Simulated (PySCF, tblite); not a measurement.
# C₆H₁₃F: a rotation path, then NMR shifts on frames, part 2 of 2

tblite 0.8.0 and PySCF 2.14.0. Atoms count from 0. The steps go on from the part before.

## Step 5: NMR shieldings: image 4, PBE0/pcSseg-1

What the job is given:

```
{"job": {"kind": "nmr", "xc": "PBE0", "basis": "pcSseg-1", "pop": false}, "charge": 0, "multiplicity": 1}
C     -3.076200    -0.299800    -0.590600
C     -1.788400    -0.667500     0.135100
C     -0.631000     0.246500    -0.251600
C      0.645900    -0.121000     0.499400
C      1.813400     0.800600     0.128600
C      3.022100     0.048400    -0.405300
F      2.205500     1.515200     1.252600
H     -2.942600    -0.372200    -1.667800
H     -3.877800    -0.971900    -0.297700
H     -3.374000     0.717500    -0.349300
H     -1.948100    -0.604000     1.213400
H     -1.521400    -1.699600    -0.101800
H     -0.450700     0.174400    -1.327800
H     -0.890800     1.283300    -0.025300
H      0.472500    -0.037700     1.574200
H      0.909700    -1.159700     0.288400
H      1.483300     1.563700    -0.588800
H      3.824300     0.743100    -0.642700
H      3.375600    -0.651900     0.348400
H      2.743500    -0.496800    -1.302800
```

Level: GIAO PBE0/pcSseg-1 NMR shielding, non-relativistic, gas phase.

Standard output:

```text
coarse grid: 15664 points
cycle   1  E = -335.7606970332  dE =  4.913e-01  |g| = 5.891e-01  |ddm| = 3.635e+00
cycle   2  E = -335.7333101476  dE =  2.739e-02  |g| = 7.451e-01  |ddm| = 9.837e-01
cycle   3  E = -335.8337280393  dE = -1.004e-01  |g| = 7.353e-02  |ddm| = 5.444e-01
cycle   4  E = -335.8346159096  dE = -8.879e-04  |g| = 2.984e-02  |ddm| = 6.658e-02
cycle   5  E = -335.8347985667  dE = -1.827e-04  |g| = 3.550e-03  |ddm| = 2.560e-02
cycle   6  E = -335.8348006887  dE = -2.122e-06  |g| = 1.654e-03  |ddm| = 4.248e-03
final grid: 148688 points
cycle   7  E = -335.8860812763  dE = -5.695e-05  |g| = 1.058e-02  |ddm| = 3.323e-02
cycle   8  E = -335.8860698560  dE =  1.142e-05  |g| = 1.305e-02  |ddm| = 1.880e-02
cycle   9  E = -335.8861087249  dE = -3.887e-05  |g| = 1.239e-03  |ddm| = 1.020e-02
cycle  10  E = -335.8861089556  dE = -2.306e-07  |g| = 2.511e-04  |ddm| = 1.033e-03
cycle  11  E = -335.8861089650  dE = -9.356e-09  |g| = 6.118e-05  |ddm| = 1.898e-04
cycle  12  E = -335.8861089658  dE = -8.231e-10  |g| = 2.050e-05  |ddm| = 6.662e-05
converged SCF energy = -335.8861089658

GIAO shielding tensors (ppm)
atom      isotropic    diamagn.    paramagn.     s11        s22        s33       span
  0 C      169.898     244.757     -74.859    158.717    163.245    187.732     29.015
  1 C      158.262     247.505     -89.243    146.474    155.865    172.446     25.972
  2 C      149.875     251.501    -101.626    125.872    148.064    175.690     49.819
  3 C      142.428     250.285    -107.856    123.021    130.462    173.802     50.782
  4 C       91.058     243.892    -152.834     57.950     75.378    139.846     81.896
  5 C      161.407     248.682     -87.275    142.997    157.777    183.447     40.450
  6 F      363.644     472.530    -108.886    311.126    380.863    398.942     87.816
  7 H       30.786      28.971       1.814     26.630     29.118     36.608      9.978
  8 H       30.465      26.831       3.634     25.774     27.668     37.953     12.180
  9 H       30.727      28.828       1.899     26.579     29.017     36.586     10.006
 10 H       30.398      31.993      -1.595     25.447     30.641     35.105      9.657
 11 H       30.494      32.194      -1.700     25.523     30.763     35.198      9.675
 12 H       30.585      34.597      -4.012     26.091     31.803     33.862      7.771
 13 H       30.207      34.317      -4.110     25.740     31.115     33.767      8.026
 14 H       29.738      33.218      -3.480     25.747     30.791     32.677      6.930
 15 H       30.293      34.484      -4.191     25.873     31.981     33.026      7.153
 16 H       27.166      31.738      -4.572     25.134     27.108     29.258      4.124
 17 H       30.136      27.449       2.687     26.117     27.464     36.827     10.709
 18 H       30.235      29.344       0.891     26.959     28.855     34.891      7.931
 19 H       30.740      30.545       0.195     26.741     29.545     35.934      9.194
```

Run time: 19 s. Hardware: 1 thread of Arm Neoverse V2, shared host; peak memory 0.85 GiB.

This run: δ C4 95.9, C3 44.5, C2 37.0, C1 28.7, H16 4.55, H14 1.98 ppm.

## Step 6: NMR shieldings: image 6, PBE0/pcSseg-1

What the job is given:

```
{"job": {"kind": "nmr", "xc": "PBE0", "basis": "pcSseg-1", "pop": false}, "charge": 0, "multiplicity": 1}
C     -2.973400    -0.368400    -0.713500
C     -1.763300    -0.634300     0.173200
C     -0.559200     0.211600    -0.228700
C      0.633300    -0.048600     0.687300
C      1.841900     0.805600     0.303500
C      2.816900     0.081400    -0.610600
F      2.520200     1.177100     1.456800
H     -2.742800    -0.592500    -1.752600
H     -3.809000    -0.990300    -0.405100
H     -3.276400     0.673400    -0.645900
H     -2.020800    -0.418000     1.212200
H     -1.494100    -1.690500     0.110400
H     -0.284100    -0.009500    -1.263200
H     -0.824400     1.270600    -0.175100
H      0.358700     0.193300     1.716200
H      0.902200    -1.107100     0.656100
H      1.506600     1.749800    -0.146200
H      3.662100     0.723100    -0.848000
H      3.185800    -0.810400    -0.108300
H      2.314500    -0.205600    -1.529900
```

Level: GIAO PBE0/pcSseg-1 NMR shielding, non-relativistic, gas phase.

Standard output:

```text
coarse grid: 15664 points
cycle   1  E = -335.7641368043  dE =  4.915e-01  |g| = 5.863e-01  |ddm| = 3.639e+00
cycle   2  E = -335.7380445754  dE =  2.609e-02  |g| = 7.381e-01  |ddm| = 9.849e-01
cycle   3  E = -335.8364122231  dE = -9.837e-02  |g| = 7.202e-02  |ddm| = 5.446e-01
cycle   4  E = -335.8372481928  dE = -8.360e-04  |g| = 3.022e-02  |ddm| = 6.639e-02
cycle   5  E = -335.8374353932  dE = -1.872e-04  |g| = 3.691e-03  |ddm| = 2.659e-02
cycle   6  E = -335.8374377471  dE = -2.354e-06  |g| = 1.713e-03  |ddm| = 4.585e-03
final grid: 148688 points
cycle   7  E = -335.8883412673  dE = -5.351e-05  |g| = 1.065e-02  |ddm| = 3.049e-02
cycle   8  E = -335.8883285871  dE =  1.268e-05  |g| = 1.334e-02  |ddm| = 1.937e-02
cycle   9  E = -335.8883690558  dE = -4.047e-05  |g| = 1.274e-03  |ddm| = 1.064e-02
cycle  10  E = -335.8883693042  dE = -2.484e-07  |g| = 2.364e-04  |ddm| = 1.075e-03
cycle  11  E = -335.8883693124  dE = -8.166e-09  |g| = 6.154e-05  |ddm| = 1.779e-04
cycle  12  E = -335.8883693132  dE = -8.388e-10  |g| = 1.986e-05  |ddm| = 6.625e-05
converged SCF energy = -335.8883693132

GIAO shielding tensors (ppm)
atom      isotropic    diamagn.    paramagn.     s11        s22        s33       span
  0 C      169.824     244.976     -75.152    158.600    163.129    187.744     29.144
  1 C      158.287     247.513     -89.227    146.328    156.095    172.437     26.108
  2 C      151.984     251.983     -99.999    131.593    151.102    173.257     41.664
  3 C      142.420     249.892    -107.472    121.696    135.073    170.491     48.795
  4 C       91.954     245.468    -153.513     55.819     74.240    145.804     89.985
  5 C      162.831     248.906     -86.075    148.954    154.518    185.020     36.065
  6 F      360.993     471.795    -110.801    310.825    384.480    387.675     76.849
  7 H       30.796      29.136       1.660     26.593     29.192     36.602     10.009
  8 H       30.459      26.909       3.550     25.774     27.648     37.955     12.181
  9 H       30.755      28.945       1.810     26.619     29.004     36.642     10.023
 10 H       30.356      31.918      -1.562     25.381     30.575     35.111      9.731
 11 H       30.445      32.174      -1.729     25.443     30.700     35.193      9.749
 12 H       30.726      34.780      -4.054     25.923     32.352     33.902      7.979
 13 H       30.508      34.437      -3.929     25.974     31.181     34.368      8.394
 14 H       29.725      33.050      -3.326     25.258     30.731     33.186      7.928
 15 H       30.255      33.921      -3.665     26.630     31.421     32.714      6.084
 16 H       27.141      31.737      -4.597     24.413     27.692     29.317      4.904
 17 H       30.067      27.552       2.515     26.104     27.320     36.776     10.672
 18 H       30.402      29.573       0.829     27.027     28.898     35.279      8.252
 19 H       30.599      31.107      -0.509     26.180     30.112     35.504      9.324
```

Wall time 18 s (1 thread of Arm Neoverse V2, shared host); peak memory 0.85 GiB.

In short: δ C4 95.0, C3 44.5, C2 34.9, C1 28.6, H16 4.58, H14 1.99 ppm.

## Step 7: Nuclear shieldings: image 8, PBE0/pcSseg-1

What the job is given:

```
{"job": {"kind": "nmr", "xc": "PBE0", "basis": "pcSseg-1", "pop": false}, "charge": 0, "multiplicity": 1}
C     -2.876200    -0.464300    -0.803500
C     -1.768400    -0.561800     0.237900
C     -0.488900     0.133900    -0.222800
C      0.624800    -0.010800     0.810400
C      1.890200     0.760500     0.443800
C      2.619600     0.217200    -0.774400
F      2.754000     0.698000     1.530100
H     -2.572400    -0.943600    -1.731400
H     -3.779300    -0.953100    -0.446300
H     -3.110800     0.576100    -1.016900
H     -2.107300    -0.109900     1.172500
H     -1.551800    -1.613100     0.438700
H     -0.172400    -0.299900    -1.173000
H     -0.694300     1.193900    -0.391100
H      0.273000     0.362000     1.775600
H      0.880600    -1.065400     0.936100
H      1.666900     1.828600     0.314600
H      3.582900     0.711800    -0.872700
H      2.787000    -0.851900    -0.667600
H      2.037700     0.402500    -1.671500
```

Level: GIAO PBE0/pcSseg-1 NMR shielding, non-relativistic, gas phase.

Standard output:

```text
coarse grid: 15664 points
cycle   1  E = -335.7672357929  dE =  4.878e-01  |g| = 5.845e-01  |ddm| = 3.640e+00
cycle   2  E = -335.7415729010  dE =  2.566e-02  |g| = 7.350e-01  |ddm| = 1.004e+00
cycle   3  E = -335.8389915557  dE = -9.742e-02  |g| = 7.151e-02  |ddm| = 5.607e-01
cycle   4  E = -335.8398040884  dE = -8.125e-04  |g| = 3.052e-02  |ddm| = 6.662e-02
cycle   5  E = -335.8399948068  dE = -1.907e-04  |g| = 3.792e-03  |ddm| = 2.761e-02
cycle   6  E = -335.8399973486  dE = -2.542e-06  |g| = 1.718e-03  |ddm| = 4.902e-03
final grid: 148688 points
cycle   7  E = -335.8905320589  dE = -5.641e-05  |g| = 1.078e-02  |ddm| = 3.110e-02
cycle   8  E = -335.8905189192  dE =  1.314e-05  |g| = 1.350e-02  |ddm| = 1.958e-02
cycle   9  E = -335.8905604338  dE = -4.151e-05  |g| = 1.331e-03  |ddm| = 1.095e-02
cycle  10  E = -335.8905607040  dE = -2.701e-07  |g| = 2.427e-04  |ddm| = 1.177e-03
cycle  11  E = -335.8905607128  dE = -8.789e-09  |g| = 6.048e-05  |ddm| = 1.804e-04
cycle  12  E = -335.8905607136  dE = -8.095e-10  |g| = 2.058e-05  |ddm| = 6.818e-05
converged SCF energy = -335.8905607136

GIAO shielding tensors (ppm)
atom      isotropic    diamagn.    paramagn.     s11        s22        s33       span
  0 C      169.669     245.164     -75.495    158.139    163.136    187.732     29.593
  1 C      158.138     247.405     -89.267    145.931    155.992    172.491     26.561
  2 C      154.539     252.390     -97.851    138.972    152.237    172.408     33.436
  3 C      143.773     249.085    -105.312    122.186    141.671    167.462     45.276
  4 C       92.845     245.358    -152.513     54.740     74.904    148.892     94.152
  5 C      163.936     249.220     -85.284    152.514    153.720    185.573     33.058
  6 F      366.273     471.557    -105.284    329.110    377.405    392.304     63.195
  7 H       30.782      29.290       1.492     26.583     29.192     36.571      9.988
  8 H       30.431      26.933       3.498     25.744     27.589     37.960     12.216
  9 H       30.772      29.093       1.678     26.634     29.058     36.624      9.990
 10 H       30.365      31.795      -1.430     25.382     30.354     35.359      9.978
 11 H       30.378      32.026      -1.647     25.427     30.645     35.063      9.635
 12 H       30.782      35.119      -4.336     25.486     32.556     34.306      8.820
 13 H       30.749      34.560      -3.810     26.195     31.531     34.522      8.328
 14 H       29.747      32.636      -2.889     25.209     30.475     33.556      8.347
 15 H       30.254      33.079      -2.825     26.843     30.545     33.373      6.530
 16 H       27.007      31.309      -4.302     24.364     27.749     28.909      4.544
 17 H       30.011      27.614       2.397     26.132     27.391     36.511     10.379
 18 H       30.579      30.346       0.233     27.147     29.222     35.368      8.221
 19 H       30.539      31.200      -0.661     25.747     30.389     35.481      9.735
```

It took 19 s on 1 thread of Arm Neoverse V2, shared host; peak memory 0.85 GiB.

In short: δ C4 94.1, C3 43.2, C2 32.4, C1 28.8, H16 4.71, H14 1.97 ppm.

## Step 8: Run by run: NMR shifts

Shifts (ppm) of some atoms, chosen among heavy atoms and hydrogens apart, with basis size and wall time:

```
  frame    C4    C3    C2    C5   H13   H14      F6  functions  time
image 0  94.0  43.4  34.1  24.5  1.82  1.54  -211.0        184  19 s
image 2  95.9  43.7  36.9  25.3  1.75  1.77  -204.5        184  18 s
image 4  95.9  44.5  37.0  25.5  1.51  1.98  -192.7        184  19 s
image 6  95.0  44.5  34.9  24.1  1.21  1.99  -190.0        184  18 s
image 8  94.1  43.2  32.4  23.0  0.97  1.97  -195.3        184  19 s
```

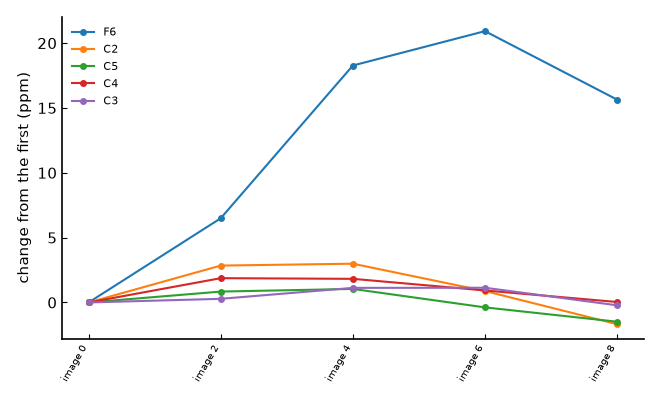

How five of the tabulated atoms move from run to run.

## Step 9: Outcome

The summary covers parts 1 to 2.

| quantity | value |
| --- | --- |
| barrier | 0.076 eV (1.7 kcal/mol) at image 4 |
| end to end (GFN2-xTB) | 0.010 eV |
| 13C shifts against TMS (PBE0/pcSseg-1, image 0) | 94.0, 43.4, 34.1, 28.5, 24.5, 17.3 ppm |
| 1H shifts against TMS (PBE0/pcSseg-1, image 0) | 4.65, 1.82, 1.74, 1.54, 1.39, 1.31, 1.29, 1.28, 1.20, 1.12, 1.02, 0.97, 0.93 ppm |
| 19F shifts against CFCl3 (PBE0/pcSseg-1, image 0) | -211.0 ppm |
| range of the shift of F6 | -211.0 to -190.0 ppm |

What this shows: Along the band the dihedral turns by 111°, and the top (dihedral -123°) lies 1.7 kcal/mol above the start (GFN2-xTB, rough), so at room temperature this motion is fast. Ends this close can change order at a higher level. The top was not checked by a frequency run. Shifts at one fixed geometry are not the observed spectrum, which averages over the motion. In the first frame run (image 0): The largest span, 81 ppm, is at C4, where the paramagnetic term is -149 ppm. Across the 5 runs the shift of F6 moves most, between -211.0 (image 0) and -190.0 ppm (image 6).
